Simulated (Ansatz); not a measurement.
The starting structures come from a database of crystals and need not be the phases stable at ambient conditions.

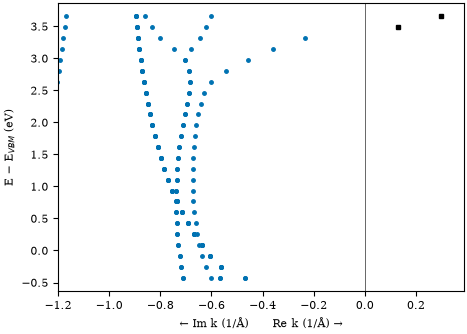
Figure: Complex bands at the centre of the two-dimensional zone; r2SCAN run with Ansatz (a quantum-chemistry and plane-wave program)

The gap is the functional's own. No spin-orbit coupling. Mid-gap values are interpolated on the energy grid.

This is CdCO$_{3}$ (R-3c, not sure to be the ambient phase, 10 atoms a cell, 11.6 Å³ an atom) along the normal of (001). Read off the slowest decay at the centre of the two-dimensional zone at 1.78 eV, the computed energy nearest the middle of the gap.

κ ≈ 0.67 1/Å, a decay length 1/(2κ) of the density of 0.75 Å.
